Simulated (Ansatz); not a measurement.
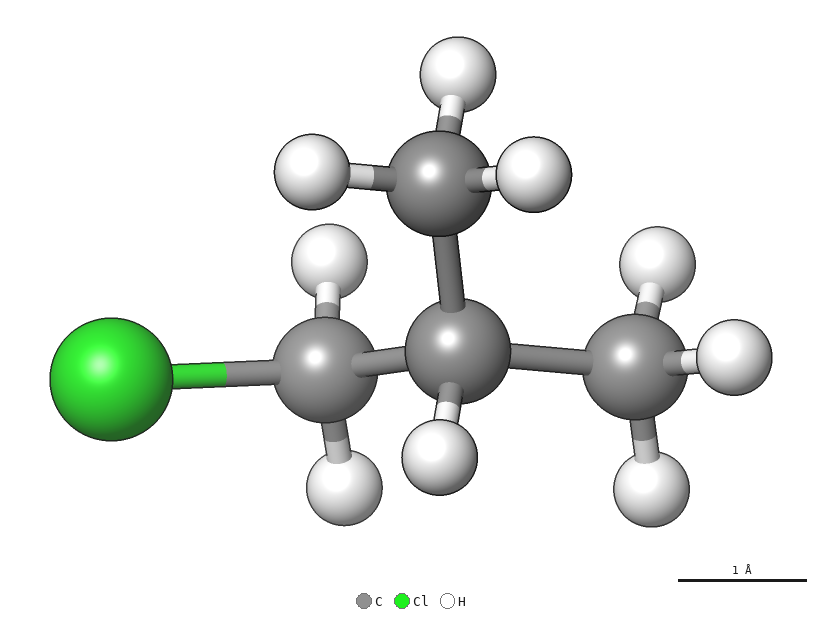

The picture shows a molecular structure as a ball-and-stick model. Every bond is drawn as one stick, whatever its order.

Identify the structure.

It has 14 atoms: 4 carbon, 9 hydrogen and 1 chlorine (C₄H₉Cl). Its SMILES string is `CC(C)CCl`. It has no ring. Among its groups: C–Cl bond. Coordination: 4 C tetrahedral.

The parts below concern this one geometry. Atoms keep their numbers from picture to picture. The geometry was computed by an optimisation with PBE0-D4/def2-TZVP.

Geometry

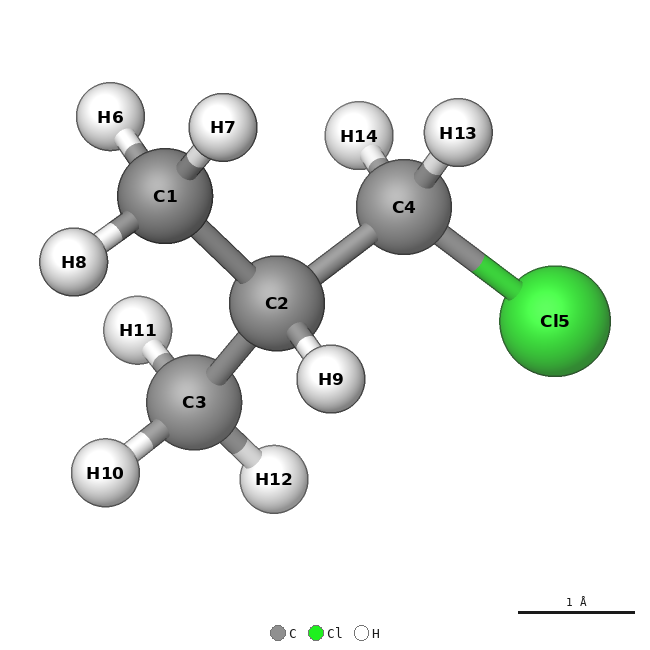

What are the angles C1–C2–C4, C1–C2–H9, C2–C1–H6, C2–C1–H7, C2–C1–H8, C2–C3–H10, C2–C3–H12, C2–C4–H13, C3–C2–C4, C3–C2–H9, Cl5–C4–H13, Cl5–C4–H14?

| angle | degrees |
| --- | --- |
| C1–C2–C4 | 108.6 |
| C1–C2–H9 | 108.6 |
| C2–C1–H6 | 110.9 |
| C2–C1–H7 | 111.7 |
| C2–C1–H8 | 110.6 |
| C2–C3–H10 | 110.7 |
| C2–C3–H12 | 111.4 |
| C2–C4–H13 | 111.2 |
| C3–C2–C4 | 112.1 |
| C3–C2–H9 | 108.8 |
| Cl5–C4–H13 | 106.1 |
| Cl5–C4–H14 | 106.5 |

Levels of theory compared

Program: Ansatz 0.2.0.

Compare dipole (D) at these levels: B3LYP-D4/def2-TZVPP; PBE-D4/def2-TZVPP; PBE0-D4/def2-TZVP; r2SCAN-D4/def2-TZVPP; ωB97M-V/def2-TZVPP.

```csv
level,dipole (D)
B3LYP-D4/def2-TZVPP,2.03
PBE-D4/def2-TZVPP,1.97
PBE0-D4/def2-TZVP,2.07
r2SCAN-D4/def2-TZVPP,2.10
ωB97M-V/def2-TZVPP,2.02
```

Thermal motion

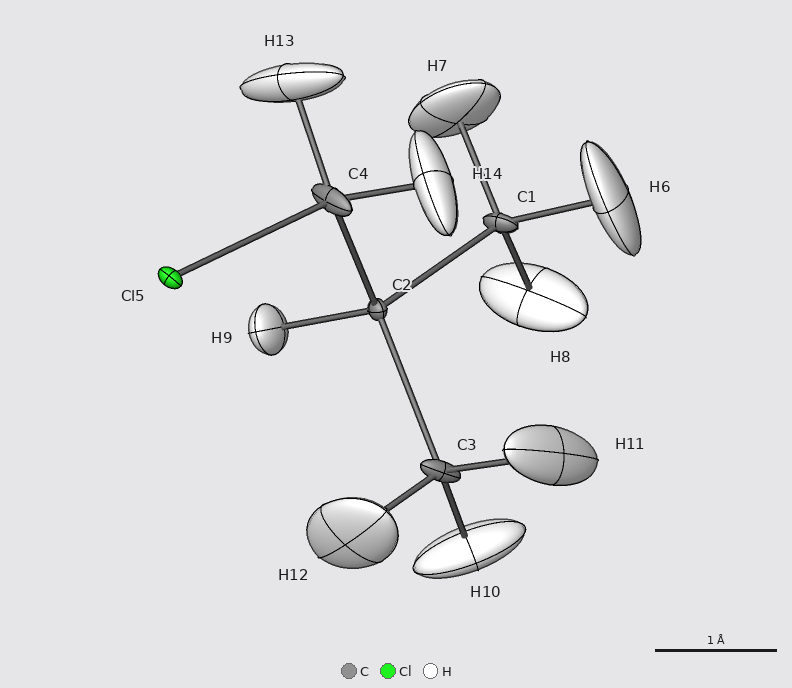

Displacement ellipsoids at the 50 % level, from the internal vibrations of the free molecule (harmonic, no overall translation or rotation; no half-axis is drawn under 0.075 Å). Vibrations computed with RKS PBE0-D4/def2-TZVP (Ansatz 0.2.0). Temperature: 600 K.

Which atom moves most?

H11, with U_eq = 0.0631 Å².

Does H11 move more along its bond or across it?

Across it: the root-mean-square amplitude is 0.099 Å along the bond and up to 0.394 Å across, since bending and torsion are softer than stretching.

Give the displacement parameters, one line for each set of equivalent atoms.

| atom | U_eq (Å²) | rms amplitudes (Å) |
| --- | --- | --- |
| C1 | 0.0059 | 0.050, 0.068, 0.103 |
| C2 | 0.0039 | 0.048, 0.060, 0.076 |
| C3 | 0.0068 | 0.047, 0.054, 0.124 |
| C4 | 0.0109 | 0.045, 0.069, 0.162 |
| Cl5 | 0.0029 | 0.027, 0.050, 0.074 |
| H6 | 0.0569 | 0.101, 0.210, 0.341 |
| H7 | 0.0513 | 0.088, 0.213, 0.318 |
| H8 | 0.0532 | 0.092, 0.176, 0.347 |
| H9 | 0.0217 | 0.091, 0.139, 0.194 |
| H10 | 0.0465 | 0.112, 0.158, 0.320 |
| H11 | 0.0631 | 0.092, 0.160, 0.394 |
| H12 | 0.0575 | 0.092, 0.224, 0.337 |
| H13 | 0.0471 | 0.099, 0.135, 0.337 |
| H14 | 0.0464 | 0.103, 0.143, 0.328 |

Vibrations

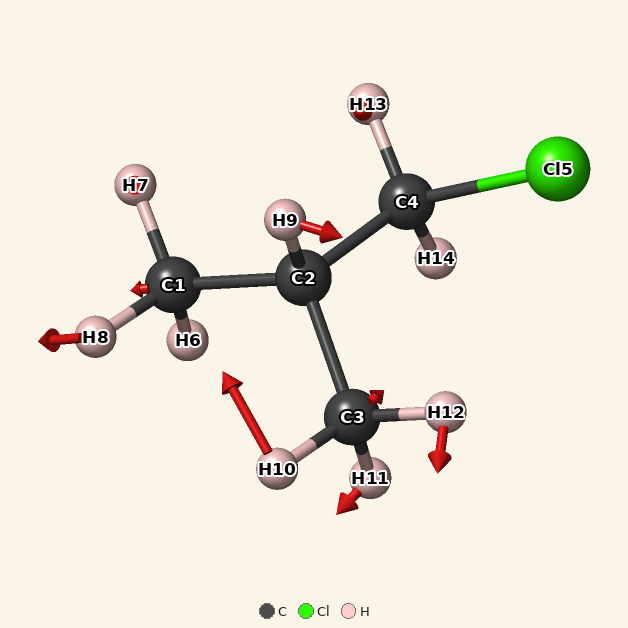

The arrows show one normal mode. Harmonic vibrations computed with RKS PBE0-D4/def2-TZVP (Ansatz 0.2.0) at a stationary point of the same level.

Estimate its harmonic wavenumber.

976 cm⁻¹; it is mode 13 of 36 counted from the lowest.
